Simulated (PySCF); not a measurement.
Molecule: Ga(F)2(iPr), SMILES [F][Ga]([CH](C)C)[F] (C3H7F2Ga). Atoms near the plane z = 1.5 Å, at the B3LYP/def2-SVP optimised geometry (x, y, z in Å): Ga1 (-1.3, 0.0, 0.0), F2 (-2.3, 1.4, 0.0), F3 (-2.3, -1.4, 0.0), C4 (0.7, 0.0, 0.0), C5 (1.2, -1.3, 0.6), C6 (1.2, 1.3, 0.6), H8 (2.3, -1.3, 0.5), H9 (1.0, -1.3, 1.7), H10 (0.8, -2.2, 0.2), H11 (0.8, 2.2, 0.1), H12 (2.3, 1.3, 0.5), H13 (1.0, 1.4, 1.7).

Method: B3LYP/def2-TZVP run with PySCF. The values are rescaled to run from 0 to 1.

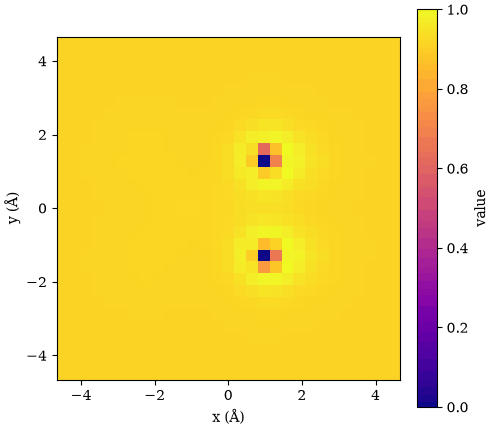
Figure: a field on the plane z = 1.5 Å.

Task: Which quantity is mapped?
A) electrostatic potential
B) electron localisation function
C) deformation density (molecule minus spherical neutral atoms)
D) Laplacian of the electron density

Result: D, Laplacian of the electron density. In full: Laplacian of the electron density (e/bohr⁵), clipped to [-1.50, 1.50].
